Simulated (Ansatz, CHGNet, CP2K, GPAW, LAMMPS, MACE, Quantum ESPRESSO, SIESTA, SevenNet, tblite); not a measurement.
## Glassy 62GeO2-38BaO (mol %) (76 atoms) in other programs, against a plane-wave reference

Aim: run glassy 62GeO2-38BaO (mol %) (76 atoms) in several programs and set results and cost side by side. A plane-wave run serves as the reference.

Calculated with Quantum ESPRESSO 7.5; Kohn-Sham DFT, PBE, SSSP efficiency 1.3.0 pseudopotentials, plane waves.

### Step 1. Set-up

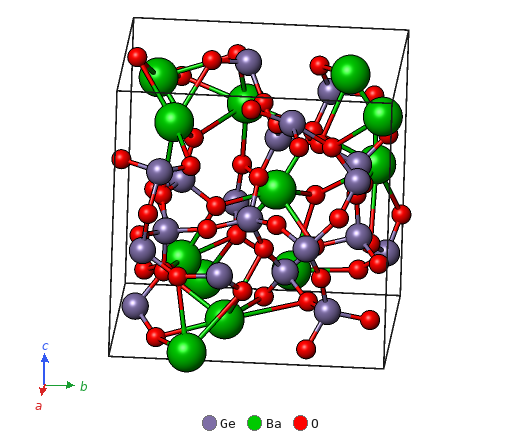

Start, viewed slightly off an axis; germanium purple, barium green, oxygen red. Some periodic images of atoms are drawn too.

The cell holds 76 atoms: 18 Ge, 11 Ba and 47 O. Cell: a = 10.757 Å, b = 10.757 Å, c = 10.757 Å, α = 90.0°, β = 90.0°, γ = 90.0°. 76 atoms (18 Ge, 11 Ba, 47 O) placed at random at 4.59 g/cm³, melted at 4000 K for 10 ps at fixed volume with the Morse and Coulomb pair potential with partial charges (Pedone, Malavasi, Menziani, Cormack and Segre, J. Phys. Chem. B 110, 11780 (2006)). Quenched from 4000 K to 300 K at 20 K/ps and fixed volume, held 10 ps at zero pressure, then minimised at fixed cell.

### Step 2. The reference run

Contents of pw.in:

```
&control
  calculation = 'scf'
  pseudo_dir = './pseudo'
  outdir = './tmp'
  disk_io = 'none'
  tprnfor = .true.
  tstress = .true.
/
&system
  ibrav = 0
  nat = 76
  ntyp = 3
  ecutwfc = 60
  ecutrho = 480
  nosym = .true.
  occupations = 'smearing'
  smearing = 'fd'
  degauss = 0.003675
/
&electrons
  conv_thr = 3.8e-07
  electron_maxstep = 100
  mixing_beta = 0.4
  mixing_mode = 'plain'
  diagonalization = 'david'
/
ATOMIC_SPECIES
Ge 72.630 Ge.upf
Ba 137.327 Ba.upf
O 15.999 O.upf
CELL_PARAMETERS angstrom
10.75748 0.00000 0.00000
0.00000 10.75748 0.00000
0.00000 0.00000 10.75748
ATOMIC_POSITIONS crystal
Ge 0.00025 0.39284 0.32189
Ge 0.88307 0.69895 0.40547
Ge 0.37270 0.44103 0.95514
Ge 0.49049 0.60477 0.20593
Ge 0.54950 0.56729 0.72537
Ge 0.63618 0.07189 0.09211
Ge 0.10768 0.95093 0.18827
Ge 0.83435 0.63106 0.86161
Ge 0.38200 0.86258 0.32174
Ge 0.63992 0.17514 0.38104
Ge 0.90224 0.15913 0.67559
Ge 0.36712 0.21273 0.50249
[... 60 atom lines left out ...]
O 0.51467 0.04444 0.99538
O 0.39440 0.84962 0.48160
O 0.19290 0.67383 0.65858
O 0.82808 0.01485 0.69576
K_POINTS gamma
```

Launch:

```bash
$ OMP_NUM_THREADS=1 mpirun -np 4 pw.x -in pw.in > output.txt
```

Numbers of over 12 decimals in the logs are rounded to 6 here.

The program printed:

```text
Program PWSCF
     gamma-point specific algorithms are used
     one sub-group per band group will be used
     scalapack distributed-memory algorithm (size of sub-group:  2*  2 procs)
     Parallelization info
     sticks:   dense  smooth     PW     G-vecs:    dense   smooth      PW
     Min        3947    1971    493               372952   131810   16466
     Max        3950    1974    496               372955   131811   16468
     Sum       15793    7893   1977              1491813   527241   65867
     bravais-lattice index     =            0
     lattice parameter (alat)  =      20.3287  a.u.
     unit-cell volume          =    8400.9470 (a.u.)^3
     number of atoms/cell      =           76
     number of atomic types    =            3
     number of electrons       =       644.00
[... lines left out ...]
     scf convergence threshold =      3.8E-07
[... lines left out ...]
     number of k points=     1  Fermi-Dirac smearing, width (Ry)=  0.0037
[... lines left out ...]
     total energy              =  -10600.14544815 Ry
[... lines left out ...]
     total energy              =  -10605.55753609 Ry
[... lines left out ...]
     total energy              =  -10605.68812737 Ry
[... lines left out ...]
     total energy              =  -10605.73390210 Ry
[... lines left out ...]
     total energy              =  -10605.73390221 Ry
[... lines left out ...]
   -20.6755 -20.6001 -20.3473 -20.3085 -20.2331 -20.0856 -19.6857 -19.6735
   -19.5796 -19.5425 -19.2785 -19.1096 -19.1054 -19.0097 -18.7337 -18.7137
   -18.7012 -18.6400 -18.6351 -18.6286 -18.6030 -18.5960 -18.5880 -18.5431
[...]
12.7210  12.7458  12.8013  12.8376  12.8608  12.8785  12.9694  13.0787
    13.1236  13.1607  13.2166  13.2592  13.3099  13.3301  13.3521  13.4251
    13.4772  13.5437
     the Fermi energy is     7.4754 ev
!    total energy              =  -10605.73390225 Ry
     estimated scf accuracy    <       0.00000028 Ry
     smearing contrib. (-TS)   =      -0.00000003 Ry
     internal energy E=F+TS    =  -10605.73390222 Ry
     The total energy is F=E-TS. E is the sum of the following terms:
     one-electron contribution =   -4262.44794147 Ry
     hartree contribution      =    2603.45218866 Ry
     xc contribution           =   -1629.70430607 Ry
     ewald contribution        =   -2745.62395203 Ry
     one-center paw contrib.   =   -4571.40989132 Ry
     convergence has been achieved in  17 iterations
     Forces acting on atoms (cartesian axes, Ry/au):
     atom    1 type  1   force =    -0.01132914    0.01564379    0.04736206
     atom    2 type  1   force =    -0.00260252   -0.03274445   -0.00896318
     atom    3 type  1   force =     0.02845130   -0.01784188   -0.01207088
[...]
atom   75 type  3   force =     0.01770390   -0.05263396   -0.09413951
     atom   76 type  3   force =    -0.01729506   -0.02465732    0.04914511
     Total force =     0.611096     Total SCF correction =     0.000546
     Computing stress (Cartesian axis) and pressure
          total   stress  (Ry/bohr**3)                   (kbar)     P=       60.47
   0.00041963  -0.00003842  -0.00002950           61.73       -5.65       -4.34
  -0.00003842   0.00044492  -0.00005995           -5.65       65.45       -8.82
  -0.00002950  -0.00005995   0.00036876           -4.34       -8.82       54.25
     Message from routine punch:
     Nothing written, as per user request (disk_io='none')
```

Run time: 5.9 min. Hardware: 4 MPI ranks of Arm Neoverse V1, shared host; peak memory 3.9 GiB; 24 min of CPU time.

Banners, paths, timers and routine set-up lines are dropped from the logs unmarked, and long logs keep their key lines alone; longer cuts are marked.

Numbers from this run:

```
r.m.s. force component                           : 1.041 eV/Å
longest force                                    : 3.581 eV/Å
pressure                                         : 6.048 GPa
gap (highest filled to lowest empty level) : 1.595 eV
```

### Step 3. Local order

Pair distribution functions g(r), in bins of 0.2 Å:

```tsv
r (Å)	total	O-O	O-Ge	O-Ba	Ge-Ge	Ge-Ba	Ba-Ba
1.60	0.98	0.00	3.34	0.00	0.00	0.00	0.00
1.80	3.17	0.00	10.83	0.00	0.00	0.00	0.00
2.00	0.05	0.00	0.16	0.00	0.00	0.00	0.00
2.20	0.00	0.00	0.00	0.00	0.00	0.00	0.00
2.40	0.00	0.00	0.00	0.00	0.00	0.00	0.00
2.60	0.64	1.22	0.08	0.83	0.00	0.00	0.00
2.80	2.41	4.38	0.00	4.12	0.00	0.00	0.00
3.00	0.94	1.21	0.06	2.58	0.00	0.00	0.00
3.20	0.69	0.70	0.29	1.32	1.75	0.00	0.00
3.40	1.17	1.13	0.45	0.81	4.78	2.53	0.68
3.60	0.97	0.76	1.04	0.74	0.72	2.11	2.48
3.80	0.94	0.83	0.89	0.60	0.00	3.17	1.68
4.00	0.99	0.65	1.43	0.66	0.38	2.18	2.04
4.20	1.08	0.48	2.02	0.54	0.69	2.00	1.39
4.40	1.15	0.65	1.83	0.83	1.74	1.55	0.44
4.60	1.05	0.89	1.36	1.04	0.58	0.59	2.34
4.80	0.84	1.09	0.64	0.83	0.92	0.33	0.70
5.00	0.99	1.06	0.71	1.57	1.10	0.40	0.34
5.20	1.08	1.27	0.84	1.21	1.23	0.55	0.92
```

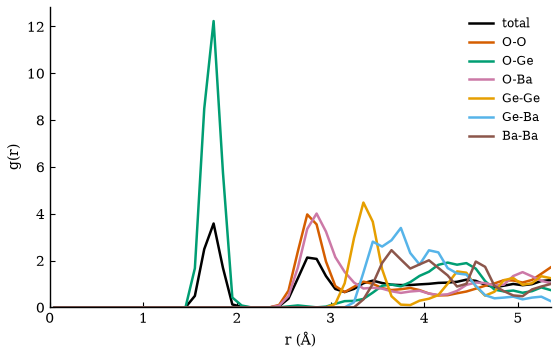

Pair distribution functions, lightly smoothed.

Bonds by pair of elements; cutoffs follow the first minimum of g(r), held within bounds set by covalent radii, and pairs that aren't listed don't count as bonded:

```tsv
pair A-B	cutoff (Å)	bonds	mean length (Å)	spread (Å)	shortest (Å)	B about A	A about B
O-Ge	2.27	73	1.73	0.042	1.66	1.55	4.06
O-Ba	3.33	78	2.92	0.17	2.58	1.66	7.09
```

How many atoms have how many bonded neighbours:

```tsv
element	mean	1	2	3	4	5	6	7	8	9
Ba	7.09	0	0	0	0	1	4	2	1	3
Ge	4.06	0	0	0	17	1	0	0	0	0
O	3.21	1	10	20	10	6	0	0	0	0
```

Oxygen atoms by the number of network formers (Si, P, Ge, B, Al, As, Ga) bound to them:

```tsv
network formers bound to O	O atoms	per cent
0	0	0
1	21	44.7
2	26	55.3
```

Network units: each former by its oxygen neighbours and how many of them bridge to another former:

```tsv
former	O neighbours	bridging O	atoms
Ge	4	1	3
Ge	4	2	4
Ge	4	3	3
Ge	4	4	7
Ge	5	4	1
```

Rings of the network by King's shortest-path rule, up to 12 atoms, one path for each pair of neighbours; H, halogens, alkali and alkaline-earth atoms are left out, and the last column divides by all other atoms, bonded or not:

```tsv
ring size (atoms)	rings	per network atom
8	2	0.031
10	4	0.062
12	1	0.015
```

### Step 4. The other programs

The programs:
- CHGNet: machine-learned potential, published weights.
- CP2K 2026.2: Gaussian basis with GTH pseudopotentials and a plane-wave density; labels give functional, basis (MOLOPT sets; SR short-range, UZH the newer set with its own potentials), grid cutoff/relative cutoff and solver (OT: orbital transformation; TRS4, TC2, SIGN: linear-scaling purification with its sparsity filter), or its built-in tight binding.
- GPAW 26.7.0: PAW with atomic orbitals (LCAO), plane waves or a real-space grid of spacing h.
- MACE: machine-learned potential, published weights.
- SIESTA 5.4.2: numerical atomic orbitals, whose automatically made sets are far from complete, with PseudoDojo norm-conserving potentials that we converted to its format (checked against plane waves on the same files for H, C, O, Si, Ge and Ca alone); labels give functional, basis size, energy shift and mesh cutoff.
- SevenNet: machine-learned potential, published weights.

All use the same cell and atoms; the electronic-structure runs use the same k-mesh, and an electronic temperature of 580 K (0.05 eV) where levels are smeared.

Differences are against the plane-wave reference, forces as r.m.s. over components; share is that over the reference's r.m.s. force, slope the least-squares factor from reference forces to these. Total energies of different programs have different zeros and aren't compared.

```tsv
run	Δ force, r.m.s. (meV/Å)	share (%)	slope	Δ pressure (GPa)	Δ gap (eV)	cores	CPU time	memory (GiB)
reference	-	-	-	-	-	4	24 min	3.9
CHGNet 0.3.0 potential	172	16.5	0.927	0.747	-	1	3.7 s	0.93
CP2K PBE+D3, DZVP-MOLOPT-SR, 600/50 Ry, OT DIIS	116	11.1	1.015	-0.173	-0.233	4	9 min	4.2
CP2K PBE, DZVP-MOLOPT-SR, 210/50 Ry, OT DIIS (coarse)	152	14.6	1.016	1.25	-0.233	2	6.3 min	1.1
CP2K PBE, DZVP-MOLOPT-SR, 300/50 Ry, OT DIIS (coarse)	151	14.5	1.024	0.985	-0.232	2	5.9 min	1.3
CP2K PBE, DZVP-MOLOPT-SR, 600/50 Ry, OT DIIS	115	11.1	1.013	0.904	-0.233	4	9 min	4.1
CP2K PBE, SZV-MOLOPT-SR, 600/50 Ry, TRS4 filter 1e-03, SCF 1e-04 (coarse)	808	77.6	1.341	16.1	-	1	53 s	1.5
GPAW PBE, LCAO dzp, h 0.18 Å	536	51.5	1.431	-	-0.149	1	6.2 min	1.9
GPAW PBE, LCAO dzp, h 0.28 Å (coarse)	1492	143	1.377	-	-0.124	1	2.4 min	0.74
GPAW PBE, LCAO sz(dzp), h 0.18 Å (coarse)	901	86.6	1.618	-	-0.555	1	2.3 min	1.5
GPAW PBE, LCAO szp(dzp), h 0.18 Å (coarse)	636	61.1	1.531	-	-0.256	1	4.2 min	1.8
GPAW PBE, grid h 0.24 Å (coarse)	354	34.0	1.182	-	0.0472	2	5.7 min	1.6
MACE MP-0b3 medium potential	125	12.0	0.917	-0.006	-	1	8.3 s	0.93
SIESTA PBE, DZ, shift 0.01 Ry, mesh 500 Ry (coarse)	550	52.8	1.421	3.50	-1.10	2	2.7 min	1.4
SIESTA PBE, DZP, shift 0.01 Ry, mesh 500 Ry	398	38.2	1.319	4.87	-0.816	2	5.8 min	2.2
SIESTA PBE, SZP, shift 0.01 Ry, mesh 500 Ry (coarse)	526	50.6	1.397	7.08	-1.02	2	4.8 min	2.0
SIESTA vdW-DF, PBE potentials, DZP, shift 0.01 Ry, mesh 500 Ry	485	46.6	1.397	7.92	-0.734	4	19 min	3.8
SevenNet l3i5 potential	70.9	6.81	0.972	0.0367	-	1	10 s	1.2
```

Rows marked coarse were listed beforehand as settings not expected to be converged; some can still land near the reference.

Times of the machine-learned potentials are mostly Python's start and the loading of weights.

CPU time is summed over cores on a shared host, where runs went side by side, so it is rough. Symmetry, cutoffs, thresholds, outputs and thread counts weren't matched or tuned between programs; memory under MPI is the largest rank's times the ranks.

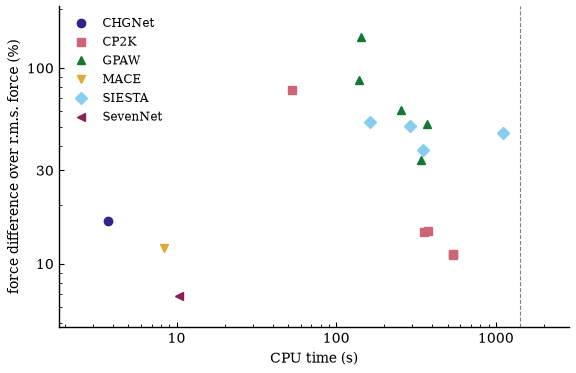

Force difference against CPU time; the dashed line marks the reference's time.

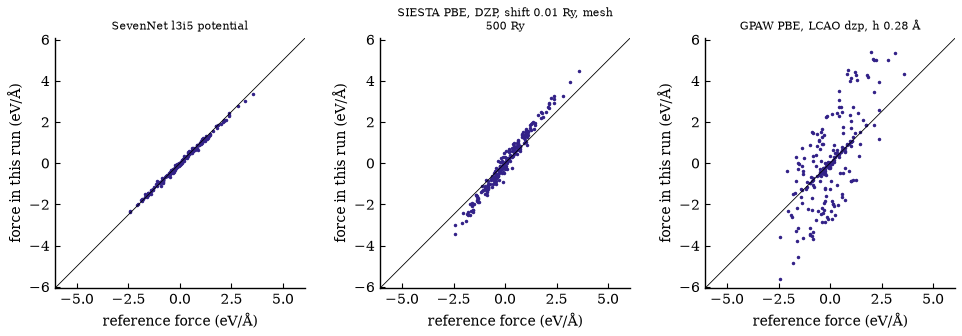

Force components against those of the reference; the line marks equality.

Runs without a result: tblite GFN1-xTB (ended with an error: overlap matrix not positive definite); CP2K GFN1-xTB, OT DIIS (not converged, the SCF not settling); CP2K PBE, SZV-MOLOPT-SR, 600/50 Ry, OT DIIS (cut off at its time limit of 8.2 min, the SCF not settling); CP2K PBE, SZV-MOLOPT-SR, 600/50 Ry, TRS4 filter 1e-04, SCF 1e-05 (not converged, the SCF not settling); CP2K PBE0 with truncated exchange and ADMM, PBE0 potentials, DZVP-UZH, 600/50 Ry, OT DIIS (cut off at its time limit of 39 min); CP2K PBE, SZV-MOLOPT-SR, 600/50 Ry, TRS4 filter 1e-07, SCF 1e-07 (not converged).

Mean charges by element (e), by run and scheme:

```tsv
run	scheme	Ge	Ba	O
CP2K PBE+D3, DZVP-MOLOPT-SR, 600/50 Ry, OT DIIS	Mulliken	+1.33	+1.21	-0.79
CP2K PBE+D3, DZVP-MOLOPT-SR, 600/50 Ry, OT DIIS	Hirshfeld	+0.57	+0.53	-0.34
CP2K PBE, DZVP-MOLOPT-SR, 600/50 Ry, OT DIIS	Mulliken	+1.33	+1.21	-0.79
CP2K PBE, DZVP-MOLOPT-SR, 600/50 Ry, OT DIIS	Hirshfeld	+0.57	+0.53	-0.34
SIESTA PBE, DZP, shift 0.01 Ry, mesh 500 Ry	Hirshfeld	+0.52	+0.51	-0.32
SIESTA vdW-DF, PBE potentials, DZP, shift 0.01 Ry, mesh 500 Ry	Hirshfeld	+0.54	+0.53	-0.33
```

Within one program, basis, potentials and functional, energies share a zero. Each run against its twin at the usual cutoff or grid and solver:

```tsv
run	twin	Δ energy (meV/atom)	Δ force, r.m.s. (meV/Å)	CPU time over the twin's
CP2K PBE, DZVP-MOLOPT-SR, 210/50 Ry, OT DIIS	DZVP-MOLOPT-SR, 600/50 Ry, OT DIIS	-13.4	114	0.7 (this twin ran on 4 cores)
CP2K PBE, DZVP-MOLOPT-SR, 300/50 Ry, OT DIIS	DZVP-MOLOPT-SR, 600/50 Ry, OT DIIS	-2.12	105	0.66 (this twin ran on 4 cores)
GPAW PBE, LCAO dzp, h 0.28 Å	LCAO dzp, h 0.18 Å	556	1410	0.38
```

### Step 5. Results

```
reference r.m.s. force component                       : 1.04 eV/Å
nearest in forces                                      : SevenNet l3i5 potential, 6.8 %
farthest in forces                                     : GPAW PBE, LCAO dzp, h 0.28 Å (coarse), 143 %
cheapest electronic-structure run beside the reference : CP2K PBE, SZV-MOLOPT-SR, 600/50 Ry, TRS4 filter 1e-03, SCF 1e-04, 53 s of CPU time
```

**Reading.** The PBE runs in local orbitals, coarse settings apart, differ by 11 % (CP2K PBE, DZVP-MOLOPT-SR, 600/50 Ry, OT DIIS) to 52 % (GPAW PBE, LCAO dzp, h 0.18 Å); basis, grid and potentials can all enter. Machine-learned potentials differ by 6.8 % (SevenNet l3i5 potential) to 17 % (CHGNet 0.3.0 potential); they were trained on other programs' data. Rows with another functional or a dispersion term differ by 11 % (CP2K PBE+D3, DZVP-MOLOPT-SR, 600/50 Ry, OT DIIS) to 47 % (SIESTA vdW-DF, PBE potentials, DZP, shift 0.01 Ry, mesh 500 Ry), which mixes the change of model with differences of basis and potentials, some of them made for another functional. Runs with settings chosen to be coarse differ by 14 % (CP2K PBE, DZVP-MOLOPT-SR, 300/50 Ry, OT DIIS) to 143 % (GPAW PBE, LCAO dzp, h 0.28 Å), their programs' other errors included. Of the electronic-structure runs that take under half the reference's CPU time, CP2K PBE, DZVP-MOLOPT-SR, 600/50 Ry, OT DIIS is among the nearest, at 11 % in 9 min against 24 min. GPAW PBE, LCAO szp(dzp), h 0.18 Å stiffens the forces by a factor of 1.53 while following their directions (correlation 0.981); the difference isn't even, but is largest on one element. At the same functional, gaps differ from the reference's 1.59 eV by between -1.10 and +0.05 eV. In pressure, CP2K PBE, SZV-MOLOPT-SR, 600/50 Ry, TRS4 filter 1e-03, SCF 1e-04 misses by +16.1 GPa, at the same functional. Charges hang on scheme and program or settings: among these rows the mean for Ge runs from +0.52 to +1.33 e. In the reference: filled and empty levels are parted by 1.59 eV (on the run's k-points); a semilocal functional tends to put such gaps too low. In a disordered cell it changes from sample to sample, and tail or defect levels can set it. In the reference: first main peaks of g(r), for some of the pairs, lie near 2.8 Å (O-O), 1.7 Å (O-Ge), 2.9 Å (O-Ba), 3.4 Å (Ge-Ge) and 3.7 Å (Ba-Ba). The potentials hold different valence shells: 644 electrons in the reference, 464 in GPAW and 464 in CP2K with DZVP-MOLOPT-SR; this bears on time and differences. GPAW's setups keep the filled d shell of Ge in the core. The reference's pressure holds the uncorrected Pulay stress of its 60 Ry basis, so small pressure differences, and their order, may be the reference's own error. Machine-learned potentials mimic data converged in k, so the reference's own k-point error enters their differences. The quench rate of 20 K/ps is many orders above laboratory rates, so the cell is likely richer in defects and strain than a real sample. The network of bonds at the start is that of the classical potential that made the cell, and needn't be the one that DFT or experiment would give. The reference's pressure of 6.0 GPa belongs to a cell and atoms that aren't relaxed at this level. The electronic-structure runs sample only Γ, in a cell whose shortest periodic width is 11 Å. Spin–orbit coupling is left out, which matters for the levels of the heavy elements.

[Also dropped from logs without a mark: logging warnings of Python, and SIESTA's first energy breakdown and zero terms.]

[Logs are printed without paths, hosts, clocks, repeated set-up lines and the standing remarks that a program may print on its own settings, such as how far it seeks lower states.]

[Hosts, paths, dates, database ids (printed as entryN), source tags and the programs' standing remarks are cut or masked in the printed files.]
